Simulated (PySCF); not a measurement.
# AsF3 (SMILES F[As](F)F): levels of theory compared

Wanted: a comparison of 5 runs (HF/STO-3G, TPSSh/pcseg-1, TPSSh/6-31G*, B3LYP/6-31G*, TPSSh/6-311G**) of AsF3. The job is set up through a Python script.

The results are computed with PySCF 2.14.0.

**1. The molecule**

The species is AsF3 (4 atoms), meant as a singlet with charge 0. SMILES: `F[As](F)F`. Geometry: a GFN2-xTB relaxation, a rough one for these elements and not checked as a minimum.

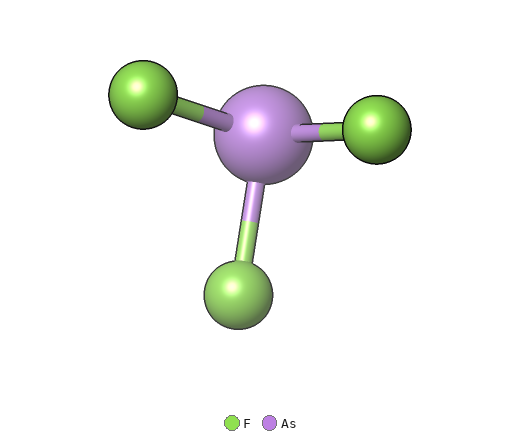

Viewed from a chosen angle; fluorine green, arsenic purple.

**2. Energy and forces at HF/STO-3G (run 1)**

Contents of input.py:

```python
# arsenic trifluoride
import pyscf.grad
from pyscf import gto

mol = gto.M(
    atom='''
F     -0.798390     0.757346     2.525959
As    -0.932089    -0.922583    -0.253582
F      2.251590    -1.574747    -0.201747
F     -0.521130     1.739984    -2.070630
''',
    max_memory=1860,
    unit='bohr',
    verbose=4,
    basis='sto-3g',
)

mf = mol.RHF()
mf.conv_tol = 1e-10
mf.kernel()
if not mf.converged:
    mf = mf.newton().run(mf.mo_coeff, mf.mo_occ)

energy = mf.e_tot
print('E = %.10f Eh' % energy)
grad = mf.Gradients().kernel()
mf.analyze()
```

On the command line:

```bash
OMP_NUM_THREADS=1 python input.py
```

The program printed:

```text
PySCF version 2.14.0

[... 72 lines left out ...]
Two-electron Energy =                 1333.988742128215563
[... 6 lines left out ...]
MO #3   energy= -49.4943893804722  occ= 2
[... 4 lines left out ...]
MO #8   energy= -25.8613938221084  occ= 2
[... 4 lines left out ...]
MO #13  energy= -1.49270818198135  occ= 2
[... 4 lines left out ...]
MO #18  energy= -1.26317652641535  occ= 2
[... 4 lines left out ...]
MO #23  energy= -0.535336942762042 occ= 2
[... 4 lines left out ...]
MO #28  energy= -0.421299466726153 occ= 2
[... 4 lines left out ...]
MO #33  energy= 0.510831089266466  occ= 0
[... 40 lines left out ...]
Dipole moment(X, Y, Z, Debye): -1.12714, -1.11565, -0.30691
```

It took 3.9 s on 1 thread of Intel Xeon at 2.50GHz (Skylake/Cascade Lake), shared host; peak memory 0.12 GiB.

**3. Energy and forces at TPSSh/pcseg-1 (run 2)**

Contents of job.py:

```python
import pyscf.grad
from pyscf import gto, dft

molecule = gto.M(
    atom=[
    ('F', (-0.422490, 0.400770, 1.336680)),
    ('As', (-0.493240, -0.488210, -0.134190)),
    ('F', (1.191490, -0.833320, -0.106760)),
    ('F', (-0.275770, 0.920760, -1.095730)),
],
    spin=0,
    basis='pcseg-1',
    charge=0,
    verbose=3,
    max_memory=1860,
)

myscf = dft.RKS(molecule, xc='tpssh')
myscf.grids.level = 5
myscf.conv_tol = 1e-10
myscf.kernel()
if not myscf.converged:
    myscf = myscf.newton().run(myscf.mo_coeff, myscf.mo_occ)

e_final = myscf.e_tot
print('E(%s) = %.9f' % ('TPSSH', e_final))
grad = myscf.Gradients().kernel()
dip = myscf.dip_moment()
pop, q = myscf.mulliken_pop()
```

On the command line:

```bash
OMP_NUM_THREADS=1 python job.py
```

The program printed:

```text
converged SCF energy = -2535.08463390316
E(TPSSH) = -2535.084633903
--------------- RKS gradients ---------------
         x                y                z
0 F     0.0045124734    -0.0119657028    -0.0279174063
1 As     0.0219393012     0.0217970935     0.0057689208
2 F    -0.0279996485     0.0128316063     0.0010398740
3 F     0.0015457624    -0.0226798246     0.0211031397
----------------------------------------------
Dipole moment(X, Y, Z, Debye): -1.99140, -1.97060, -0.54309
 ** Mulliken pop  **
pop of  0 F 1s            1.99597
pop of  0 F 2s            0.95512
pop of  0 F 3s            1.00726
pop of  0 F 2px           1.18923
pop of  0 F 2py           1.13823
pop of  0 F 2pz           1.07402
pop of  0 F 3px           0.71122
pop of  0 F 3py           0.68482
pop of  0 F 3pz           0.65100
pop of  0 F 3dxy          0.00052
pop of  0 F 3dyz          0.00278
pop of  0 F 3dz^2         0.00236
pop of  0 F 3dxz          0.00129
pop of  0 F 3dx2-y2       0.00062
pop of  1 As 1s           1.99994
pop of  1 As 2s           2.00051
pop of  1 As 3s           1.99823
pop of  1 As 4s           1.32159
pop of  1 As 5s           0.48046
pop of  1 As 2px          1.99939
pop of  1 As 2py          1.99939
pop of  1 As 2pz          1.99935
pop of  1 As 3px          1.99093
pop of  1 As 3py          1.99092
pop of  1 As 3pz          1.99017
pop of  1 As 4px          0.41019
pop of  1 As 4py          0.40832
pop of  1 As 4pz          0.32357
pop of  1 As 5px          0.19843
pop of  1 As 5py          0.19695
pop of  1 As 5pz          0.13221
pop of  1 As 3dxy         1.99905
pop of  1 As 3dyz         1.99939
pop of  1 As 3dz^2        1.99921
pop of  1 As 3dxz         1.99898
pop of  1 As 3dx2-y2      1.99927
pop of  1 As 4dxy         0.07709
pop of  1 As 4dyz         0.04870
pop of  1 As 4dz^2        0.06875
pop of  1 As 4dxz         0.07974
pop of  1 As 4dx2-y2      0.04610
pop of  2 F 1s            1.99597
pop of  2 F 2s            0.95512
pop of  2 F 3s            1.00725
pop of  2 F 2px           1.02837
pop of  2 F 2py           1.19083
pop of  2 F 2pz           1.18231
pop of  2 F 3px           0.62565
pop of  2 F 3py           0.71122
pop of  2 F 3pz           0.71009
pop of  2 F 3dxy          0.00188
pop of  2 F 3dyz          0.00011
pop of  2 F 3dz^2         0.00102
pop of  2 F 3dxz          0.00167
pop of  2 F 3dx2-y2       0.00290
pop of  3 F 1s            1.99596
pop of  3 F 2s            0.95512
pop of  3 F 3s            1.00724
pop of  3 F 2px           1.18474
pop of  3 F 2py           1.07327
pop of  3 F 2pz           1.14360
pop of  3 F 3px           0.70898
pop of  3 F 3py           0.64985
pop of  3 F 3pz           0.68798
pop of  3 F 3dxy          0.00133
pop of  3 F 3dyz          0.00271
pop of  3 F 3dz^2         0.00115
pop of  3 F 3dxz          0.00061
pop of  3 F 3dx2-y2       0.00179
 ** Mulliken atomic charges  **
charge of    0F =     -0.41444
charge of    1As =      1.24314
charge of    2F =     -0.41439
charge of    3F =     -0.41430
```

It took 57 s on 1 thread of Intel Xeon at 2.50GHz (Skylake/Cascade Lake), shared host; peak memory 0.68 GiB.

**4. Energy and gradient at TPSSh/6-31G(d) (spherical functions) (run 3)**

Contents of job.py:

```python
import pyscf.grad
from pyscf import gto, dft

mol = gto.M(
    atom=[
    ('F', (-0.422490, 0.400770, 1.336680)),
    ('As', (-0.493240, -0.488210, -0.134190)),
    ('F', (1.191490, -0.833320, -0.106760)),
    ('F', (-0.275770, 0.920760, -1.095730)),
],
    basis='6-31g*',
    verbose=4,
    max_memory=1860,
)

myscf = dft.RKS(mol, xc='tpssh')
myscf.conv_tol = 1e-10
myscf.grids.level = 5
myscf.kernel()
if not myscf.converged:
    myscf = myscf.newton().run(myscf.mo_coeff, myscf.mo_occ)

e_tot = myscf.e_tot
print('E(%s) = %.9f' % ('TPSSH', e_tot))
grad = myscf.Gradients().kernel()
dip = myscf.dip_moment()
pop, q = myscf.mulliken_pop()
```

On the command line:

```bash
OMP_NUM_THREADS=1 python job.py
```

The program printed:

```text
PySCF version 2.14.0

[... 71 lines left out ...]
converged SCF energy = -2535.10696855546
[... 12 lines left out ...]
Dipole moment(X, Y, Z, Debye): -1.72919, -1.71108, -0.47173
[... 79 lines left out ...]
charge of    3F =     -0.35652
```

Run time: 58 s. Hardware: 1 thread of Intel Xeon at 2.50GHz (Skylake/Cascade Lake), shared host; peak memory 0.73 GiB.

Run 4 isn't shown in full; the table further down has it.

**5. Energy and gradient at TPSSh/6-311G(d,p) (run 5)**

Contents of geometry.xyz:

```xyz
4
AsF3
F     -0.422490     0.400770     1.336680
As    -0.493240    -0.488210    -0.134190
F      1.191490    -0.833320    -0.106760
F     -0.275770     0.920760    -1.095730
```

Contents of job.py:

```python
import pyscf.grad
from pyscf import gto, dft

molecule = gto.Mole()
molecule.atom = 'geometry.xyz'
molecule.basis = '6-311g**'
molecule.verbose = 3
molecule.charge = 0
molecule.max_memory = 1860
molecule.build()

mf = dft.RKS(molecule, xc='tpssh')
mf.conv_tol = 1e-10
mf.grids.level = 5
mf.kernel()
if not mf.converged:
    mf = mf.newton().run(mf.mo_coeff, mf.mo_occ)

e_final = mf.e_tot
print('E(%s) = %.9f' % ('TPSSH', e_final))
grad = mf.Gradients().kernel()
mf.analyze()
```

On the command line:

```bash
OMP_NUM_THREADS=1 python job.py
```

The program printed:

```text
converged SCF energy = -2535.45132306661
[... 10 lines left out ...]
MO #2   energy= -53.7416920181989  occ= 2
[... 11 lines left out ...]
MO #14  energy= -1.69772394734898  occ= 2
[... 11 lines left out ...]
MO #26  energy= -0.424510080802959 occ= 2
[... 11 lines left out ...]
MO #38  energy= 0.395971839022     occ= 0
[... 11 lines left out ...]
MO #50  energy= 1.16536959805469   occ= 0
[... 11 lines left out ...]
MO #62  energy= 2.59625664440454   occ= 0
[... 11 lines left out ...]
MO #74  energy= 3.87028233431907   occ= 0
[... 11 lines left out ...]
MO #86  energy= 6.13928827864064   occ= 0
[... 11 lines left out ...]
MO #98  energy= 901.68580235554    occ= 0
[... 5 lines left out ...]
Dipole moment(X, Y, Z, Debye): -2.01119, -1.99020, -0.54846
```

Wall time 76 s (1 thread of Intel Xeon at 2.50GHz (Skylake/Cascade Lake), shared host); peak memory 1 GiB.

**6. Overview of the runs**

```
run                               level  integration grid  Cartesian functions   energy (Eh)  dipole moment (D)  HOMO energy (eV)  LUMO energy (eV)  wall time
  1                           HF/STO-3G                 –                   no  -2503.390282               1.62             -8.54              9.20      3.9 s
  2                       TPSSh/pcseg-1                 5                   no  -2535.084634               2.85             -9.39             -1.68       57 s
  3  TPSSh/6-31G* (spherical functions)                 5                   no  -2535.106969               2.48             -8.91             -1.27       58 s
  4  B3LYP/6-31G* (Cartesian functions)                 5                  yes  -2535.215585               2.63             -9.46             -1.08       45 s
  5                      TPSSh/6-311G**                 5                   no  -2535.451323               2.88             -9.23             -1.64       76 s
```

**7. What came out**

| quantity | value |
| --- | --- |
| run 5: total energy | -2535.45132 Eh |
| run 5: dipole moment | 2.88 D |
| run 5: HOMO energy | -9.23 eV |
| run 5: LUMO energy | -1.64 eV |
| run 5: HOMO–LUMO gap | 7.60 eV |
| run 5: largest force on an atom | 0.960 eV/Å |

What this shows: The dipole moment (its size) runs from 1.62 D (HF/STO-3G) to 2.88 D (TPSSh/6-311G**). The two ends differ in method and basis. The HOMO–LUMO gap runs from 7.60 eV (TPSSh/6-311G**) to 17.74 eV (HF/STO-3G). Totals of different functionals can't be ranked against each other. In run 1 the basis is minimal, so the values are rough. All runs together took 4 min, the longest 76 s.
